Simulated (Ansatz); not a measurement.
# LuInI6: complex band structure, part 2 of 2

Aim: relax a made-up compound, LuInI6, and see how good a tunnel barrier it would be. It is built by putting In for part of the Lu in the LuI3 structure of space group P6_3/mmc, with the volume rescaled by atomic radii. The parent structure comes from the Materials Project.

Ansatz 0.2.0; PBEsol DFT, plane waves, PAW files (the session's first sound run).

So far. Step 2 (Cell and atoms at rest): The largest force component on a free atom ends at 0.0012 eV/Å.

The structure was built from a prototype and need not be the compound's stable phase.

### Step 3. Band edges

The energy window and the wavevectors of the next steps follow from the band edges, so these are searched first, off the mesh as well.

input.yaml reads:

```yaml
crystal:
  lattice:
    - [10.6311948464, 0.0, 0.0]
    - [-5.3155974232, 9.2068848095, 0.0]
    - [0.0, 0.0, 3.8822914808]
  atoms:
    - { symbol: In, position: [0.3333333333, 0.6666666667, 0.75] }
    - { symbol: Lu, position: [0.6666666667, 0.3333333333, 0.25] }
    - { symbol: I, position: [0.2123586189, 0.4247172378, 0.25] }
    - { symbol: I, position: [0.5752827622, 0.7876413811, 0.25] }
    - { symbol: I, position: [0.2123586189, 0.7876413811, 0.25] }
    - { symbol: I, position: [0.7889753838, 0.5779507677, 0.75] }
    - { symbol: I, position: [0.4220492323, 0.2110246162, 0.75] }
    - { symbol: I, position: [0.7889753838, 0.2110246162, 0.75] }
kpoints:
  mp_grid: { grid: [4, 4, 6] }
  band_path: { path: [VBM, CBM], npoints: 30 }
scf:
  occupations: { method: fixed }
hamiltonian:
  xc: pbesol
output:
  eigenvalues: true
  write_potential: true
  write_density: true
  volumetric_format: npy
  elf: true
```

Started as:

```
ansatz run input.yaml --threads 2 --pin off --max-ram 4096MiB --backend cpu --events-out ev --progress --plain --runs-dir out
```

Numbers of over 12 decimals in the logs are rounded to 6 here.

The program printed:

```text
[...]
Crystal: 8 atoms, lattice volume = 379.999 Å³
Basis set: ecut = 420 eV, 7399 PW (Γ)
Bands: 84, of which v1, the nominal top of the filled ones, is band 70 counted from 1 (69 counted from 0)
Symmetry: 12 space group operations
[...]
k-points: 16 of 96 (time reversal used)
[...]
SCF iter   1: F=—  HF=-64736.890205 eV  |F-HF|=—  |Δ(HF+E_count)|=         —  Δρ=2.03e-3  dr2=2.37e-2  ethr=1.77e-3  ⟨swp⟩=5.7  Hψ=4519  notcnv=0  defer=183
[...]
SCF iter   9: F=-64736.884575 eV  HF=-64736.884575 eV  |F-HF|=2.69e-10  |Δ(HF+E_count)|=   7.94e-8  Δρ=1.17e-6  dr2=9.57e-9  ethr=7.14e-11  ⟨swp⟩=17.3  Hψ=8192  notcnv=0
SCF 1 converged in 9 iterations: F = -64736.884575 eV  dr2 = 9.57e-9
[...]
NSCF: frozen V_eff on 28 k-points
[...]
WARN: The output density's exchange-correlation potential varies sharply where the density is thin. Do not read a vacuum level from v_tot or v_xc, or from such a field of the output density. On a cell that repeats whose density bears no net charge and no dipole along the vacuum's axis use v_es (v_loc + v_h of the components); under efield.dipole_correction with no amplitude use v_es + v_field, which holds any externa [...]
SCF converged after 9 iterations
Free energy (F): -64736.884575 eV
[...]
Internal energy: -64736.884575 eV  (E = F + TS)
E sigma→0 (E₀):  -64736.884575 eV
Fermi energy:    3.576927 eV
[...]
--- Band table (eV; the first three rows and the last of 16) ---
  k-point 0: bands = [... 66 lower, 3.2446, 3.4741, 3.4741, 3.5665, 5.0988, 5.5867, 7.5188, 7.5188, ... 10 higher]
  k-point 1: bands = [... 66 lower, 2.5961, 3.0168, 3.0168, 3.5769, 5.5819, 6.3545, 7.5628, 7.5628, ... 10 higher]
  k-point 2: bands = [... 66 lower, 2.6746, 3.1128, 3.1128, 3.5052, 4.7847, 7.1948, 7.1948, 7.4867, ... 10 higher]
  k-point 15: bands = [... 66 lower, 3.0478, 3.0739, 3.1985, 3.2720, 4.2827, 6.7667, 6.8963, 7.4208, ... 10 higher]
```

The job ended after 3.4 min (2 threads of Arm Neoverse V2, shared host; peak memory 1.1 GiB).

In the SCF lines HF is the Harris–Foulkes energy and dr2 the Hartree energy of the density residual, in eV; the loop may stop once dr2 is under the threshold and the program's other checks hold. Hψ counts applications of the Hamiltonian.

Numbers from this step:

```yaml
free_energy: -64736.8846 eV
fermi_energy: 3.577 eV
gap_on_the_k_mesh: 0.6099 eV
gap_on_path: 0.6099 eV, by band count; negative where bands overlap
direct_gap_on_path: 0.9382 eV
edge_places_on_path: 0, 0.5395 1/A along the path
```

Electronic bands along the path, in eV, zero at the Fermi level (highest filled level under fixed occupations); v1 is the highest filled band, c1 the lowest empty one:

| point | v4 | v3 | v2 | v1 | c1 | c2 | c3 | c4 |
| --- | --- | --- | --- | --- | --- | --- | --- | --- |
| VBM | -0.98 | -0.56 | -0.56 | 0.00 | 2.00 | 2.78 | 3.99 | 3.99 |
| CBM | -0.53 | -0.53 | -0.42 | -0.37 | 0.61 | 3.30 | 3.30 | 3.83 |

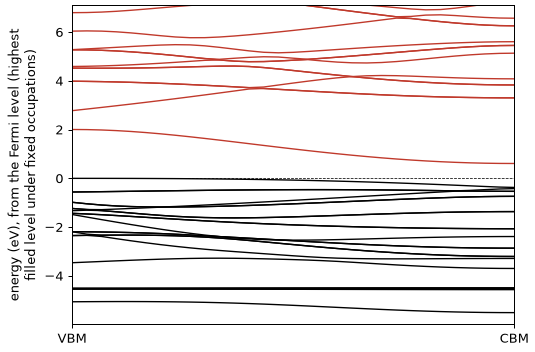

Electronic bands along the path; lines of filled and empty bands in two colours.

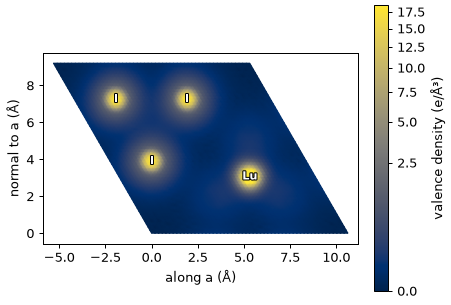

Valence density in the ab plane at fractional z = 0.250, with atoms of Lu and I within 0.2 Å of it. It is the smooth field of the valence electrons, not physical close to the nuclei. The colour scale is stretched toward low values.

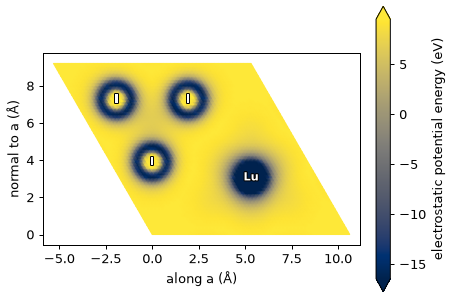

Electrostatic potential energy in the ab plane at fractional z = 0.250, with atoms of Lu and I within 0.2 Å of it. With pseudopotentials it is smooth inside the atoms' cores, unlike the true potential.

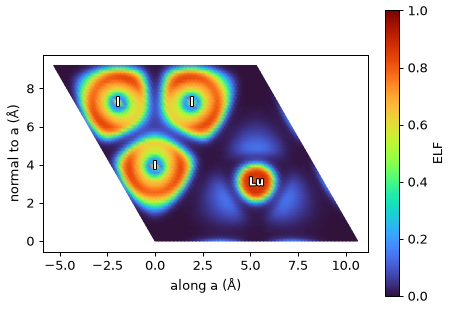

ELF in the ab plane at fractional z = 0.250, with atoms of Lu and I within 0.2 Å of it. It is the smooth field of the valence electrons, not physical close to the nuclei.

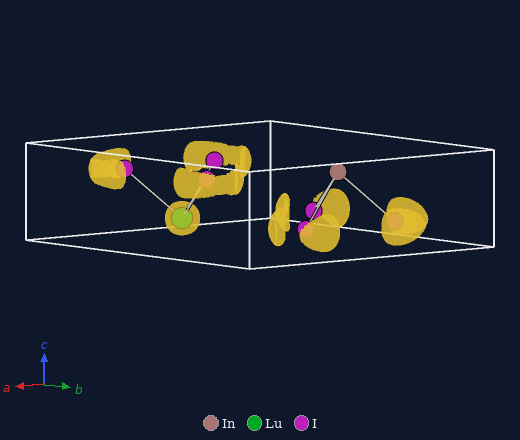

Surface of ELF = 0.79.

The searched edges give 0.610 eV, as on the mesh.

### Step 4. Decaying states in the gap

This step: PBEsol DFT, plane waves, PAW files; complex bands by layer matching along the plane's normal (Ansatz 0.2.0).

The same crystal is laid in a cell whose first two vectors span the (100) plane (indices of the standard conventional cell, whose axes can be ordered otherwise than in the bulk input). At fixed energy and wavevector in the plane the solver finds all kz, real and complex. A few wavevectors are listed, (0, 0) and (0, -0.5) in units of the plane's reciprocal vectors; the slowest state needn't be among them.

input.yaml reads:

```yaml
crystal:
  lattice:
    - [10.631194846, 0.0, 0.0]
    - [0.0, 3.882291481, 0.0]
    - [5.315597423, 0.0, 9.20688481]
  atoms:
    - { symbol: In, position: [0.3333333333, 0.75, 0.3333333333] }
    - { symbol: Lu, position: [0.6666666667, 0.25, 0.6666666667] }
    - { symbol: I, position: [0.2123586189, 0.25, 0.2123586189] }
    - { symbol: I, position: [0.2123586189, 0.25, 0.5752827622] }
    - { symbol: I, position: [0.5752827622, 0.25, 0.2123586189] }
    - { symbol: I, position: [0.7889753838, 0.75, 0.7889753838] }
    - { symbol: I, position: [0.7889753838, 0.75, 0.4220492323] }
    - { symbol: I, position: [0.4220492323, 0.75, 0.7889753838] }
kpoints:
  mp_grid: { grid: [4, 6, 4] }
scf:
  occupations: { method: fixed }
hamiltonian:
  xc: pbesol
output:
  eigenvalues: true
  transmission:
    leads: [[0, 0]]
    kpoints: [[0.0, 0.0], [0.0, -0.5]]
    e_range: [-1.0, 1.61]
    de: 0.07
```

The program printed:

```text
[...]
Crystal: 8 atoms, lattice volume = 379.999 Å³
Basis set: ecut = 420 eV, 7399 PW (Γ)
Bands: 84, of which v1, the nominal top of the filled ones, is band 70 counted from 1 (69 counted from 0)
Symmetry: 12 space group operations
[...]
k-points: 16 of 96 (time reversal used)
[...]
SCF iter   1: F=—  HF=-64736.890263 eV  |F-HF|=—  |Δ(HF+E_count)|=         —  Δρ=2.03e-3  dr2=2.37e-2  ethr=1.77e-3  ⟨swp⟩=5.4  Hψ=4514  notcnv=0  defer=183
[...]
SCF iter   9: F=-64736.884575 eV  HF=-64736.884575 eV  |F-HF|=7.28e-12  |Δ(HF+E_count)|=   8.06e-8  Δρ=1.20e-6  dr2=9.87e-9  ethr=7.14e-11  ⟨swp⟩=17.1  Hψ=8268  notcnv=0
SCF 1 converged in 9 iterations: F = -64736.884575 eV  dr2 = 9.87e-9
[...]
transmission: 14 of 28 steps passed
transmission: 28 of 28 steps passed
SCF converged after 9 iterations
Free energy (F): -64736.884575 eV
[...]
Internal energy: -64736.884575 eV  (E = F + TS)
E sigma→0 (E₀):  -64736.884575 eV
Fermi energy:    3.576927 eV
[...]
--- Band table (eV; the first three rows and the last of 16) ---
  k-point 0: bands = [... 66 lower, 3.2446, 3.4741, 3.4741, 3.5665, 5.0988, 5.5867, 7.5188, 7.5188, ... 10 higher]
  k-point 1: bands = [... 66 lower, 3.2286, 3.3971, 3.4753, 3.4870, 5.1460, 5.5939, 7.5300, 7.5302, ... 10 higher]
  k-point 2: bands = [... 66 lower, 3.1138, 3.2140, 3.4766, 3.4985, 5.1926, 5.5966, 7.5408, 7.5410, ... 10 higher]
  k-point 15: bands = [... 66 lower, 3.0478, 3.0739, 3.1985, 3.2720, 4.2827, 6.7667, 6.8963, 7.4208, ... 10 higher]
--- Transmission ---
  basis      : 359 plane waves across, 14 finite elements along
  points     : 2, as listed
  energies   : 38 from -1.000000 to 1.590000 eV about the Fermi level, 0.070000 eV apart; the leads are filled to 0.304945 eV, and channels, transmission and decay are at 0.330000 eV
  crystal 0  : I6In1Lu1, at the sites [0, 0], period 9.2069 Å: whole cells are its period
    offset         : up to 0.0000 Å between an atom of the period and one for which it stands
    channels       : 0.000000e0 a spin
    conductance    : none, the energies end too early or step too widely for 300 K: set another output.transmission.e_range or a lower de, or, where they end at an eighth of basis.ecutwfc, a higher one
    slowest decay  : 0.2201 /Å at (0.0000, 0.0000)
```

Wall time 2.6 min (2 threads); peak memory 1.5 GiB.

This step gave:

```yaml
level_to_which_the_leads_are_filled: 0.3049 eV from the Fermi level
decay_constant_at_the_filling_level_zone_centre: 0.2201 Å⁻¹
decay_constant_at_the_filling_level_slowest_listed_point: 0.2201 Å⁻¹
```

K parallel (0, 0); values up to 1.5 1/Å, a degenerate pair printed once or twice; energies at which all values exceed this have no row. Table of Im kz of the slowest decaying states by energy, zero at the highest filled level on the SCF mesh:

| energy (eV) | decay 1 (Å⁻¹) | decay 2 (Å⁻¹) | decay 3 (Å⁻¹) | decay 4 (Å⁻¹) |
| --- | --- | --- | --- | --- |
| -1.0000 | 0.174 | 0.229 | 0.302 | 0.398 |
| -0.7200 | 0.0710 | 0.119 | 0.408 | 0.420 |
| -0.5100 | 0.0429 | 0.178 | 0.213 | 0.360 |
| -0.2300 | 0.243 | 0.253 | 0.369 | 0.472 |
| -0.0200 | 0.284 | 0.297 | 0.430 | 0.485 |
| 0.2600 | 0.198 | 0.308 | 0.487 | 0.495 |
| 0.4700 | 0.256 | 0.317 | 0.499 | 0.509 |
| 0.7500 | 0.310 | 0.318 | 0.481 | 0.498 |
| 1.0300 | 0.302 | 0.350 | 0.447 | 0.493 |
| 1.2400 | 0.268 | 0.373 | 0.417 | 0.485 |
| 1.5200 | 0.0296 | 0.373 | 0.399 | 0.468 |

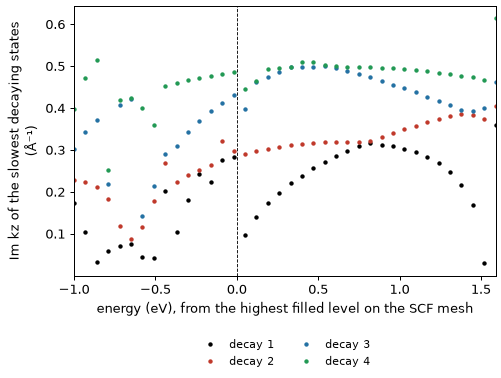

Im kz of the slowest decaying states, plotted against energy.

K parallel (0, -0.5); values up to 1.5 1/Å, a degenerate pair printed once or twice; energies at which all values exceed this have no row. Im kz of the slowest decaying states against energy, zero at the highest filled level on the SCF mesh:

| energy (eV) | decay 1 (Å⁻¹) | decay 2 (Å⁻¹) | decay 3 (Å⁻¹) | decay 4 (Å⁻¹) |
| --- | --- | --- | --- | --- |
| -1.00 | 0.254 | 0.275 | 0.359 | 0.511 |
| -0.79 | 0.281 | 0.344 | 0.354 | 0.437 |
| -0.51 | 0.220 | 0.251 | 0.263 | 0.600 |
| -0.30 | 0.0334 | 0.256 | 0.293 | 0.402 |
| -0.09 | 0.305 | 0.308 | 0.437 | 0.477 |
| -0.02 | 0.304 | 0.341 | 0.491 | 0.498 |
| 0.19 | 0.288 | 0.413 | 0.517 | 0.552 |
| 0.40 | 0.241 | 0.464 | 0.527 | 0.570 |
| 0.68 | 0.517 | 0.530 | 0.583 | 0.590 |
| 0.89 | 0.256 | 0.526 | 0.550 | 0.581 |
| 1.10 | 0.334 | 0.519 | 0.572 | 0.581 |
| 1.38 | 0.392 | 0.505 | 0.558 | 0.588 |
| 1.59 | 0.420 | 0.492 | 0.546 | 0.583 |

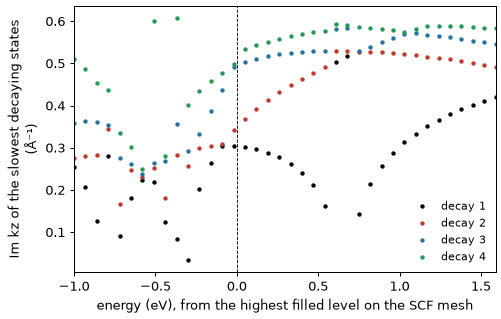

Im kz of the slowest decaying states, plotted against energy.

At the listed wavevectors the last open channel is at -0.02 eV and the next at +0.61 eV on the grid. At +0.33 eV, the grid energy nearest the filling level (the middle of the gap on the SCF mesh), the slowest state at the listed wavevectors decays with κ = 0.220 Å⁻¹, its amplitude falling by e over 4.5 Å. Through 1 nm of this crystal that state's transmission falls by exp(−2 × 0.220 Å⁻¹ × 10 Å) = 0.012.

### Step 5. Decay over the two-dimensional zone

The listed points could miss the slowest state, so one energy near mid-gap is solved on a mesh of 4×12.

input.yaml, as its differences from that of step 4:

```diff
@@ -22,6 +22,2 @@
   eigenvalues: true
-  transmission:
-    leads: [[0, 0]]
-    kpoints: [[0.0, 0.0], [0.0, -0.5]]
-    e_range: [-1.0, 1.61]
-    de: 0.07
+  transmission: { leads: [[0, 0]], kmesh: [4, 12], e_range: [0.3, 0.31], de: 0.05 }
```

The program printed:

```text
[...]
Crystal: 8 atoms, lattice volume = 379.999 Å³
Basis set: ecut = 420 eV, 7399 PW (Γ)
Bands: 84, of which v1, the nominal top of the filled ones, is band 70 counted from 1 (69 counted from 0)
Symmetry: 12 space group operations
[...]
k-points: 16 of 96 (time reversal used)
[...]
SCF iter   1: F=—  HF=-64736.890263 eV  |F-HF|=—  |Δ(HF+E_count)|=         —  Δρ=2.03e-3  dr2=2.37e-2  ethr=1.77e-3  ⟨swp⟩=5.4  Hψ=4514  notcnv=0  defer=183
[...]
SCF iter   9: F=-64736.884575 eV  HF=-64736.884575 eV  |F-HF|=7.28e-12  |Δ(HF+E_count)|=   8.06e-8  Δρ=1.20e-6  dr2=9.87e-9  ethr=7.14e-11  ⟨swp⟩=17.1  Hψ=8268  notcnv=0
SCF 1 converged in 9 iterations: F = -64736.884575 eV  dr2 = 9.87e-9
[...]
transmission: 42 of 294 steps passed
transmission: 84 of 294 steps passed
[...]
transmission: 294 of 294 steps passed
SCF converged after 9 iterations
Free energy (F): -64736.884575 eV
[...]
Internal energy: -64736.884575 eV  (E = F + TS)
E sigma→0 (E₀):  -64736.884575 eV
Fermi energy:    3.576927 eV
[...]
--- Band table (eV; the first three rows and the last of 16) ---
  k-point 0: bands = [... 66 lower, 3.2446, 3.4741, 3.4741, 3.5665, 5.0988, 5.5867, 7.5188, 7.5188, ... 10 higher]
  k-point 1: bands = [... 66 lower, 3.2286, 3.3971, 3.4753, 3.4870, 5.1460, 5.5939, 7.5300, 7.5302, ... 10 higher]
  k-point 2: bands = [... 66 lower, 3.1138, 3.2140, 3.4766, 3.4985, 5.1926, 5.5966, 7.5408, 7.5410, ... 10 higher]
  k-point 15: bands = [... 66 lower, 3.0478, 3.0739, 3.1985, 3.2720, 4.2827, 6.7667, 6.8963, 7.4208, ... 10 higher]
--- Transmission ---
  basis      : 359 plane waves across, 14 finite elements along
  points     : 21, standing for a mesh of 4 x 12
  energies   : 1 from 0.300000 to 0.300000 eV about the Fermi level; the leads are filled to 0.304945 eV, and channels, transmission and decay are at 0.300000 eV
  crystal 0  : I6In1Lu1, at the sites [0, 0], period 9.2069 Å: whole cells are its period
[...]
channels       : 0.000000e0 a spin
    conductance    : none, crystal 0 has no channel at the energies, or these end too early or step too widely for 300 K: set another output.transmission.e_range or a lower de, or, where they end at an eighth of basis.ecutwfc, a higher one
    slowest decay  : 0.2111 /Å at (0.0000, 0.0000)
```

Wall time 4.1 min (2 threads); peak memory 2.1 GiB.

Numbers from this step:

- least decay constant on the mesh: 0.2111 Å⁻¹

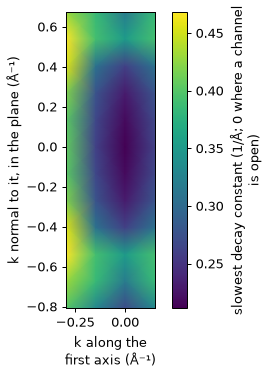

Slowest decay constant (1/Å; 0 where a channel is open) over k1 and k2. At 0.3000 eV from the Fermi level.

The least value on the mesh is 0.211 Å⁻¹ at +0.30 eV. At that energy the listed points give about 0.211 Å⁻¹ by interpolation, so the mesh holds no clearly slower state.

### Step 6. Band edges at another level

This step: PBEsol DFT, plane waves, JTH PAW files (Ansatz 0.2.0).

The edges again with JTH files, at the same atoms.

input.yaml reads:

```yaml
crystal:
  lattice:
    - [10.6311948464, 0.0, 0.0]
    - [-5.3155974232, 9.2068848095, 0.0]
    - [0.0, 0.0, 3.8822914808]
  atoms:
    - { symbol: In, position: [0.3333333333, 0.6666666667, 0.75] }
    - { symbol: Lu, position: [0.6666666667, 0.3333333333, 0.25] }
    - { symbol: I, position: [0.2123586189, 0.4247172378, 0.25] }
    - { symbol: I, position: [0.5752827622, 0.7876413811, 0.25] }
    - { symbol: I, position: [0.2123586189, 0.7876413811, 0.25] }
    - { symbol: I, position: [0.7889753838, 0.5779507677, 0.75] }
    - { symbol: I, position: [0.4220492323, 0.2110246162, 0.75] }
    - { symbol: I, position: [0.7889753838, 0.2110246162, 0.75] }
kpoints:
  mp_grid: { grid: [4, 4, 6] }
  band_path: { path: [VBM, CBM], npoints: 30 }
scf:
  occupations: { method: fixed }
hamiltonian:
  xc: pbesol
  pseudopotentials: { kind: paw, source: jth }
output:
  eigenvalues: true
```

The program printed:

```text
Error: inconsistent input (hamiltonian.pseudopotentials.source, hamiltonian.xc, hamiltonian.pseudopotentials.xc_functional): this build's library has no table of `source: jth` for `kind: paw` and the PBEsol files: it has one for `kind: paw` and the PBE files, or for `kind: paw` and the LDA files. Leave `source` out
```

Elapsed: 0.03 s, on 2 threads; peak memory 0.037 GiB.

The program refused the input before any cycle.

The program's message: “Error: inconsistent input (hamiltonian.pseudopotentials.source, hamiltonian.xc, hamiltonian.pseudopotentials.xc_functional): this build's library has no table of `source: jth` for `kind: paw` and the …”

### Step 7. Summary of results

| Property | Result |
| --- | --- |
| band gap | 0.610 eV |
| least decay constant at mid-gap, normal to (100) | 0.220 Å⁻¹ |
| least decay constant on a mesh, normal to (100) | 0.211 Å⁻¹ |

**Reading.** With PBEsol, the slowest decay at the wavevectors tried is κ = 0.220 Å⁻¹, normal to (100). Through such a film the transmission near mid-gap falls as exp(−2κd), a factor of ten every 5.2 Å. A free electron under a barrier of half the gap would need a mass of 0.61 mₑ to decay at this rate. The compound is made up by substitution; its stability against other phases and against distortions of the cell's symmetry was not tested. A semilocal functional narrows gaps, while spin-orbit coupling, left out here, narrows them in compounds of heavy elements, so the error in κ can go either way.

[Logs are printed without paths, hosts, clocks, repeated set-up lines and the standing remarks that a program may print on its own settings, such as how far it seeks lower states.]

[Hosts, paths, dates, database ids (printed as entryN), source tags and the programs' standing remarks are cut or masked in the printed files.]

[New means built here by substitution; the compound itself may be known and measured.]
